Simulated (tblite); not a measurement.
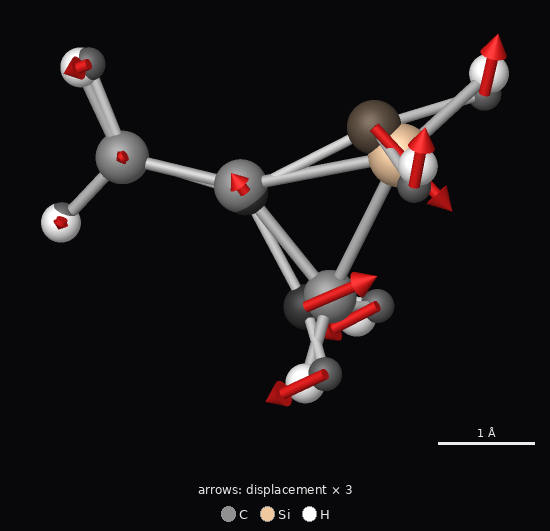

A relaxation of C3H6Si. The starting structure is drawn faded, the final one solid; red arrows show the displacements, 3 times their true length. The two geometries are superimposed by the best rigid fit.

A ball-and-stick model, seen at a tilt.

Level of theory: GFN2-xTB geometry optimisation, gas phase in tblite. 

### Describe the change and its energy.

After 36 geometry steps the energy has fallen by 37.2 kcal/mol. The atom that moves furthest after the best rigid fit is the Si atom (0.40 Å). Largest moves by element: Si 0.40 Å, C 0.30 Å, H 0.27 Å. Among the contacts that change: C–Si 2.293 → 1.900 Å, C–Si 1.707 → 1.857 Å, C–C 1.393 → 1.506 Å, H–Si 1.496 → 1.453 Å. New bonds form: C–Si (2.29 → 1.90 Å). Among the angles between lasting bonds that change: C–C–Si 94.8° → 67.9°, C–C–Si 135.7° → 154.7°, C–C–C 129.5° → 137.4°.
